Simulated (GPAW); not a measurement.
**Screening of a field by 2H-VSeTe monolayer**

How does 2H-VSeTe monolayer screen a perpendicular field?

Method: GPAW, PAW setups; layer in a repeated cell with vacuum, relaxation of atoms and in-plane cell, in the first sound run; inputs show where later runs differ, in GPAW 26.7.0.

## (1) Set-up

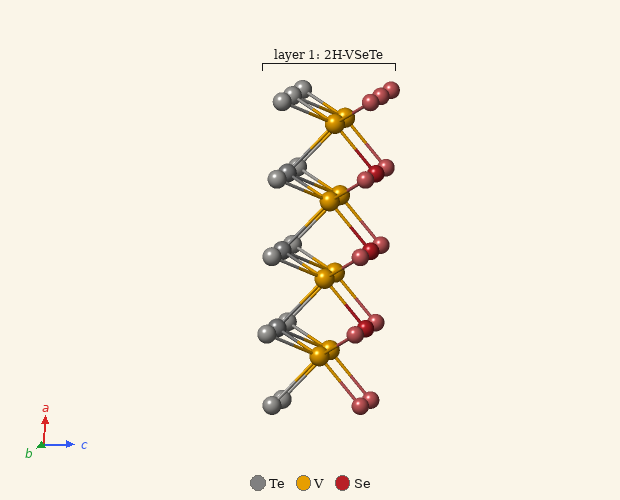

The starting structure, seen from the side, with the c axis across the page (tellurium grey, vanadium orange, selenium red). 3×1×1 cells are drawn. Some periodic images of atoms are drawn too.

The cell holds 3 atoms: 1 Te, 1 V and 1 Se. Cell: a = 3.465 Å, b = 3.465 Å, c = 21.582 Å, α = 90.0°, β = 90.0°, γ = 120.0°. Vacuum lies along c.

## (2) Relaxation

The atoms are relaxed first, since the surface dipole, and with it the work function, follows the positions of the outer layers.

File run.py:

```python
import json
import numpy as np
from ase import Atoms
from ase.filters import FrechetCellFilter
from ase.optimize import BFGS
from gpaw import GPAW, PW

slab = Atoms(
    ['Te', 'V', 'Se'],
    positions=[
        [-0.00000, 2.00052, 9.00000],
        [0.00000, 0.00000, 10.92605],
        [-0.00000, 2.00052, 12.58205]],
    cell=[[3.465, 0.0, 0.0], [-1.7325, 3.00078, 0.0], [0.0, 0.0, 21.582]],
    pbc=[True, True, True],
    magmoms=[0.0, 1.0, 0.0])

slab.calc = GPAW(mode=PW(600), xc='PBE', kpts={'size': (9, 9, 1), 'gamma': True},
                 occupations={'name': 'fermi-dirac', 'width': 0.05}, nbands='160%',
                 convergence={'density': 1e-05}, maxiter=200,
                 symmetry={'tolerance': 1e-3}, txt='slab.txt')
result = {}
# The in-plane cell is free; stress needs a cell that repeats along all three vectors
path = []
opt = BFGS(FrechetCellFilter(slab, mask=[1, 1, 0, 0, 0, 1]), maxstep=0.2)
opt.attach(lambda: path.append((slab.get_potential_energy(), slab.positions.tolist(), slab.get_forces().tolist())))
result['relaxed'] = bool(opt.run(fmax=0.02, steps=45))
result['path'] = path
result['cell'] = slab.cell.tolist()
print('in-plane lattice', slab.cell.cellpar().round(4)[[0, 1, 5]])
energy = slab.get_potential_energy()
fermi = slab.calc.get_fermi_level()
v = slab.calc.get_electrostatic_potential().mean((0, 1)) - fermi
n = slab.calc.get_pseudo_density().mean((0, 1))
L = slab.cell[2, 2]
z = np.arange(len(v)) * L / len(v)
low, high = slab.positions[:, 2].min(), slab.positions[:, 2].max()
below, above = np.interp([low - 6.8, high + 6.8], z, v)
slopes = [np.interp(x, z, np.gradient(v, z)) for x in (low - 6.8, high + 6.8)]
eps = np.array([[slab.calc.get_eigenvalues(k, s) for k in range(len(slab.calc.get_ibz_k_points()))]
                for s in range(slab.calc.get_number_of_spins())]) - fermi
top, bottom = eps[eps < 0].max(), eps[eps > 0].min()
dipole = slab.get_dipole_moment()[2]
print(f'energy {energy:.4f} eV, Fermi level {fermi:.4f} eV, dipole {dipole:.5f} e A')
print(f'potential 6.8 A off the faces, from the Fermi level: lower {below:.4f} eV, upper {above:.4f} eV')
print(f'slope of the potential there: lower {slopes[0]:.5f}, upper {slopes[1]:.5f} eV/A')
print(f'nearest levels on the mesh: {top:.4f} and {bottom:.4f} eV')
print('magnetic moment', round(slab.get_magnetic_moment(), 3))
result.update(energy=energy, fermi=fermi, dipole=dipole, below=below, above=above, slopes=slopes, edges=[top, bottom],
              z=z.tolist(), v=v.tolist(), n=n.tolist(), positions=slab.positions.tolist(),
              forces=slab.get_forces(apply_constraint=False).tolist(), moments=slab.get_magnetic_moments().tolist())
json.dump(result, open('result.json', 'w'))
```

Started as:

```
$ OMP_NUM_THREADS=1 OPENBLAS_NUM_THREADS=1 python run.py
```

The program printed:

```text
Step          Energy          fmax
BFGS:    0      -16.574267        1.461825
BFGS:    1      -16.620207        1.217644
BFGS:    2      -16.714444        0.470186
BFGS:    3      -16.720491        0.252603
BFGS:    4      -16.724324        0.167555
BFGS:    5      -16.727784        0.115669
BFGS:    6      -16.728802        0.128071
BFGS:    7      -16.730018        0.084307
BFGS:    8      -16.730620        0.049651
BFGS:    9      -16.730788        0.011980
in-plane lattice [  3.4742   3.4742 120.    ]
energy -16.7285 eV, Fermi level -1.4747 eV, dipole -0.03792 e A
potential 6.8 A off the faces, from the Fermi level: lower 5.0005 eV, upper 5.1409 eV
slope of the potential there: lower -0.03017, upper -0.03029 eV/A
nearest levels on the mesh: -0.0469 and 0.0898 eV
magnetic moment 0.974
```

Elapsed: 8.4 min, on 1 thread of Intel Xeon at 2.60GHz (Ice Lake), shared host; peak memory 0.46 GiB.

This step gave:

- dipole along the normal: -0.03792 e·Å
- levels nearest the Fermi level on the mesh: -0.04689, 0.08980 eV from the Fermi level
- site moments: -0.06715, 0.9300, -0.02834 μB
- sum of the site moments: 0.8345 μB

Table of electrostatic potential energy of an electron (without an applied field's), less the Fermi level, planar mean by z:

```
z (Å)  electrostatic potential energy of an electron (without an applied field's), less the Fermi level, planar mean (eV)
    0                                                                                                                5.07
    2                                                                                                                5.01
    4                                                                                                                4.95
    6                                                                                                                4.88
    8                                                                                                                1.75
   10                                                                                                               -3.43
   12                                                                                                               -8.45
   14                                                                                                                4.82
   16                                                                                                                5.24
   18                                                                                                                5.18
   20                                                                                                                5.12
```

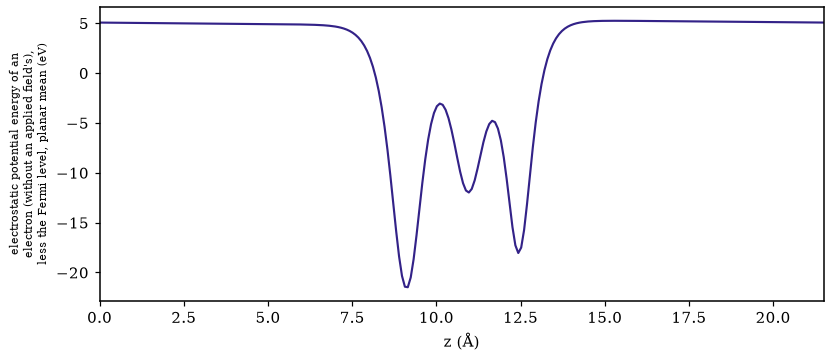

Electrostatic potential energy of an electron (without an applied field's), less the Fermi level, planar mean, plotted against z.

The pseudo valence density, planar mean oscillates, so the rows of the table below give means over windows of 2 Å about each position, cut where the curve ends. Its maxima inside the range that stand out by 2 % of the span (Å: e/Å³): 8.6: 0.307, 9.7: 0.364, 10.9: 1.40, 12.8: 0.344. Its minima: 9.2: 0.111, 10.2: 0.307, 12.4: 0.203.

Pseudo valence density, planar mean against z; means over each step:

```
z (Å)  pseudo valence density, planar mean (e/Å³)
    4                                      5.5e-6
    6                                     0.00152
    8                                       0.136
   10                                       0.496
   12                                       0.494
   14                                      0.0681
   16                                      2.1e-4
   18                                           0
```

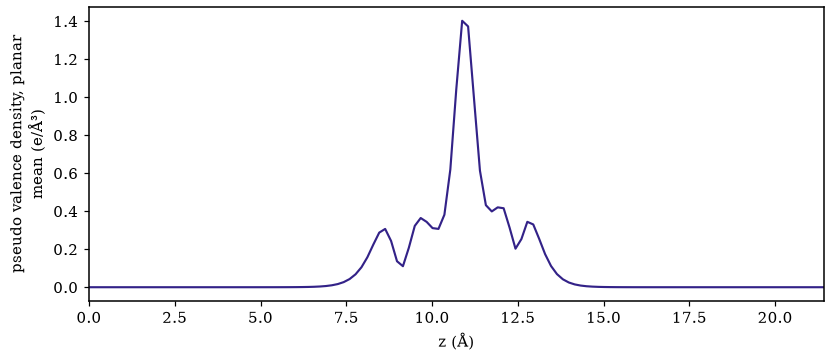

Pseudo valence density, planar mean against z.

Site moment by atom:

```
atom  site moment (μB)
 Te1            -0.067
  V2             0.930
 Se3            -0.028
```

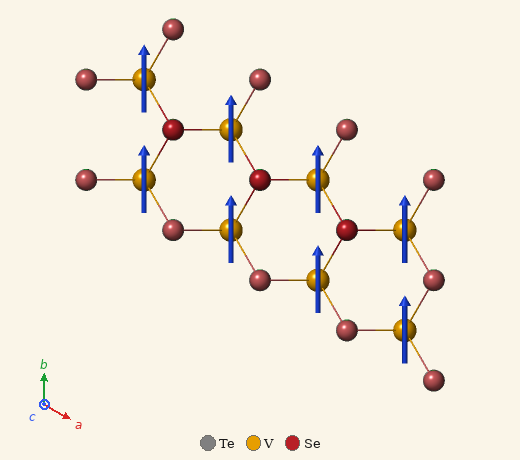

Site moment as arrows, the longest 0.930 μB. Up and down stand for the sign. Arrows give size and sign along the axis of quantisation, drawn up and down the page. Each arrow also spans its atom, so small moments look longer than they are. The two directions have two colours. 3×1×1 cells are drawn. Some periodic images of atoms are drawn too.

The relaxation lowered the energy of the cell by 0.157 eV (energies extrapolated to zero smearing; the optimiser's log prints free energies). The largest force left on a free atom is 0.012 eV/Å.

## (3) Plane waves, PBE

With the geometry fixed, the planar mean of the potential gives the vacuum level on each side.

This step: GPAW, PAW setups; slab in vacuum (GPAW 26.7.0).

The cell differs from the one that the last finished run ended in (c 21.582 → 21.339 Å).

Changes to run.py since step 2:

```diff
@@ -3,4 +3,2 @@
 from ase import Atoms
-from ase.filters import FrechetCellFilter
-from ase.optimize import BFGS
 from gpaw import GPAW, PW
@@ -10,22 +8,15 @@
     positions=[
-        [-0.00000, 2.00052, 9.00000],
-        [0.00000, 0.00000, 10.92605],
-        [-0.00000, 2.00052, 12.58205]],
-    cell=[[3.465, 0.0, 0.0], [-1.7325, 3.00078, 0.0], [0.0, 0.0, 21.582]],
-    pbc=[True, True, True],
+        [0.00000, 2.00586, 9.00000],
+        [-0.00000, -0.00000, 10.83901],
+        [0.00000, 2.00586, 12.33867]],
+    cell=[[3.47424, 0.0, 0.0], [-1.73712, 3.00878, 0.0], [0.0, 0.0, 21.3387]],
+    pbc=[True, True, False],
     magmoms=[0.0, 1.0, 0.0])
 
-slab.calc = GPAW(mode=PW(600), xc='PBE', kpts={'size': (9, 9, 1), 'gamma': True},
+slab.calc = GPAW(mode=PW(400), xc='PBE', kpts={'size': (9, 9, 1), 'gamma': True},
                  occupations={'name': 'fermi-dirac', 'width': 0.05}, nbands='160%',
                  convergence={'density': 1e-05}, maxiter=200,
+                 poissonsolver={'dipolelayer': 'xy'},
                  symmetry={'tolerance': 1e-3}, txt='slab.txt')
 result = {}
-# The in-plane cell is free; stress needs a cell that repeats along all three vectors
-path = []
-opt = BFGS(FrechetCellFilter(slab, mask=[1, 1, 0, 0, 0, 1]), maxstep=0.2)
-opt.attach(lambda: path.append((slab.get_potential_energy(), slab.positions.tolist(), slab.get_forces().tolist())))
-result['relaxed'] = bool(opt.run(fmax=0.02, steps=45))
-result['path'] = path
-result['cell'] = slab.cell.tolist()
-print('in-plane lattice', slab.cell.cellpar().round(4)[[0, 1, 5]])
 energy = slab.get_potential_energy()
```

The program printed:

```text
energy -16.6900 eV, Fermi level -1.4350 eV, dipole -0.02773 e A
potential 6.8 A off the faces, from the Fermi level: lower 4.8352 eV, upper 5.3118 eV
slope of the potential there: lower 0.00006, upper -0.00004 eV/A
nearest levels on the mesh: -0.0445 and 0.0880 eV
magnetic moment 0.973
```

Elapsed: 46 s, on 1 thread; peak memory 0.25 GiB.

This step gave:

```
dipole along the normal                    : -0.02773 e·Å
levels nearest the Fermi level on the mesh : -0.04449, 0.08805 eV from the Fermi level
upper work function                        : 5.312 eV
lower work function                        : 4.835 eV
site moments                               : -0.06691, 0.9277, -0.02811 μB
sum of the site moments                    : 0.8327 μB
```

The electrostatic potential energy of an electron (without an applied field's), less the Fermi level, planar mean by z:

```
z (Å)  electrostatic potential energy of an electron (without an applied field's), less the Fermi level, planar mean (eV)
    0                                                                                                                5.07
    2                                                                                                                4.84
    4                                                                                                                4.84
    6                                                                                                                4.82
    8                                                                                                               0.686
   10                                                                                                               -3.11
   12                                                                                                               -11.3
   14                                                                                                                4.97
   16                                                                                                                5.31
   18                                                                                                                5.31
   20                                                                                                                5.31
```

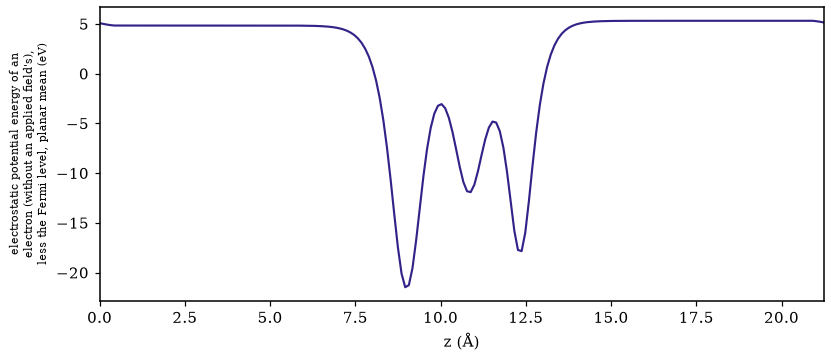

Electrostatic potential energy of an electron (without an applied field's), less the Fermi level, planar mean against z.

The pseudo valence density, planar mean oscillates, so the rows of the table below give means over windows of 2 Å about each position, cut where the curve ends. Its maxima inside the range that stand out by 2 % of the span (Å: e/Å³): 8.5: 0.305, 9.6: 0.363, 10.9: 1.43, 12.8: 0.341. Its minima: 9.0: 0.105, 10.0: 0.303, 12.4: 0.200.

Pseudo valence density, planar mean against z; means over each step:

```
z (Å)  pseudo valence density, planar mean (e/Å³)
    4                                      8.2e-6
    6                                     0.00210
    8                                       0.143
   10                                       0.556
   12                                       0.442
   14                                      0.0525
   16                                      1.5e-4
   18                                           0
```

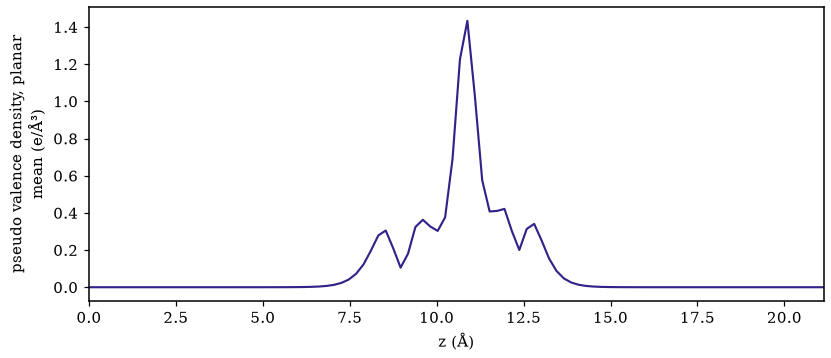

Pseudo valence density, planar mean against z.

The potential is flat to 6.1e-5 eV/Å where it is read, so the vacuum is wide enough.

## (4) Field on

A uniform field along the normal polarises the slab; the atoms stay fixed, so this is the electronic response alone.

Changes to run.py since step 3:

```diff
@@ -4,2 +4,3 @@
 from gpaw import GPAW, PW
+from gpaw.external import ConstantElectricField
 
@@ -19,2 +20,3 @@
                  poissonsolver={'dipolelayer': 'xy'},
+                 external=ConstantElectricField(-0.2, [0, 0, 1]),
                  symmetry={'tolerance': 1e-3}, txt='slab.txt')
```

The program printed:

```text
energy -16.7024 eV, Fermi level -1.4285 eV, dipole -0.09512 e A
potential 6.8 A off the faces, from the Fermi level: lower 4.2378 eV, upper 5.8842 eV
slope of the potential there: lower 0.00007, upper -0.00003 eV/A
nearest levels on the mesh: -0.0545 and 0.0936 eV
magnetic moment 0.976
```

Elapsed: 2.5 min, on 1 thread; peak memory 0.36 GiB.

This step gave:

```yaml
dipole_along_the_normal: -0.09512 e·Å
levels_nearest_the_fermi_level_on_the_mesh: -0.05451, 0.09363 eV from the Fermi level
site_moments: -0.06754, 0.9318, -0.02875 μB
sum_of_the_site_moments: 0.8355 μB
potential_below_the_slab_the_applied_field_s_own_ramp_left_out: 4.238 eV from the Fermi level
potential_above_the_slab_the_applied_field_s_own_ramp_left_out: 5.884 eV from the Fermi level
```

The electrostatic potential energy of an electron (without an applied field's), less the Fermi level, planar mean by z:

```
z (Å)  electrostatic potential energy of an electron (without an applied field's), less the Fermi level, planar mean (eV)
    0                                                                                                                5.06
    1                                                                                                                4.24
    2                                                                                                                4.24
    3                                                                                                                4.24
    4                                                                                                                4.24
    5                                                                                                                4.24
    6                                                                                                                4.22
    7                                                                                                                4.00
    8                                                                                                               0.194
    9                                                                                                               -21.7
   10                                                                                                               -3.23
   11                                                                                                               -11.0
   12                                                                                                               -11.0
   13                                                                                                              -0.890
   14                                                                                                                5.52
   15                                                                                                                5.86
   16                                                                                                                5.88
   17                                                                                                                5.88
   18                                                                                                                5.88
   19                                                                                                                5.88
   20                                                                                                                5.88
   21                                                                                                                5.77
```

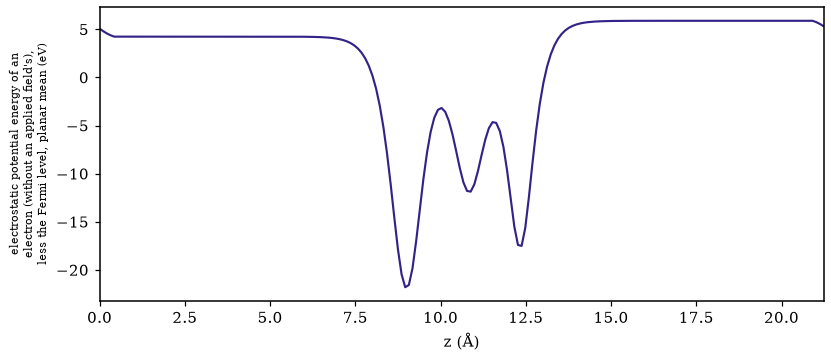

Electrostatic potential energy of an electron (without an applied field's), less the Fermi level, planar mean against z.

The dipole is now -0.0951 e Å, against -0.028 in the run without a field.

## (5) Field on

Changes to run.py since step 4:

```diff
@@ -20,3 +20,3 @@
                  poissonsolver={'dipolelayer': 'xy'},
-                 external=ConstantElectricField(-0.2, [0, 0, 1]),
+                 external=ConstantElectricField(-0.1, [0, 0, 1]),
                  symmetry={'tolerance': 1e-3}, txt='slab.txt')
```

The program printed:

```text
energy -16.6945 eV, Fermi level -1.4312 eV, dipole -0.06133 e A
potential 6.8 A off the faces, from the Fermi level: lower 4.5357 eV, upper 5.5974 eV
slope of the potential there: lower 0.00006, upper -0.00003 eV/A
nearest levels on the mesh: -0.0495 and 0.0908 eV
magnetic moment 0.975
```

Run time: 2.5 min. Hardware: 1 thread; peak memory 0.36 GiB.

Numbers from this step:

| Property | Result |
| --- | --- |
| dipole along the normal | -0.06133 e·Å |
| levels nearest the Fermi level on the mesh | -0.04946, 0.09077 eV from the Fermi level |
| site moments | -0.06723, 0.9298, -0.02843 μB |
| sum of the site moments | 0.8341 μB |
| potential below the slab, the applied field's own ramp left out | 4.536 eV from the Fermi level |
| potential above the slab, the applied field's own ramp left out | 5.597 eV from the Fermi level |

The electrostatic potential energy of an electron (without an applied field's), less the Fermi level, planar mean by z:

```
z (Å)  electrostatic potential energy of an electron (without an applied field's), less the Fermi level, planar mean (eV)
    0                                                                                                                5.07
    2                                                                                                                4.54
    4                                                                                                                4.54
    6                                                                                                                4.52
    8                                                                                                               0.440
   10                                                                                                               -3.17
   12                                                                                                               -11.2
   14                                                                                                                5.24
   16                                                                                                                5.60
   18                                                                                                                5.60
   20                                                                                                                5.60
```

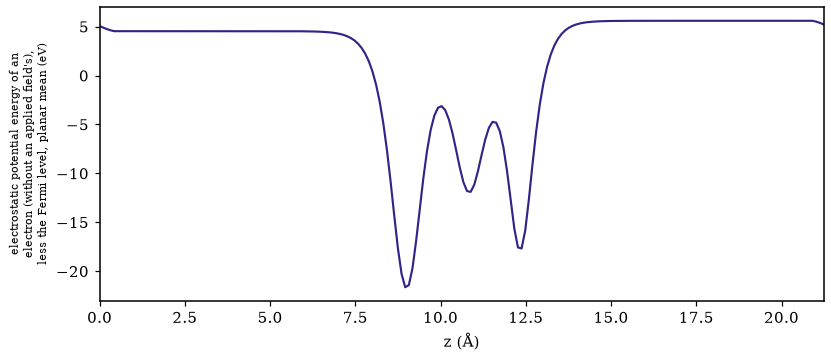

Electrostatic potential energy of an electron (without an applied field's), less the Fermi level, planar mean against z.

The dipole is now -0.0613 e Å, against -0.028 in the run without a field.

[end of part 1 of 2]

[Logs are printed without paths, hosts, clocks, repeated set-up lines and the standing remarks that a program may print on its own settings, such as how far it seeks lower states.]

[Hosts, paths, dates, database ids (printed as entryN), source tags and the programs' standing remarks are cut or masked in the printed files.]
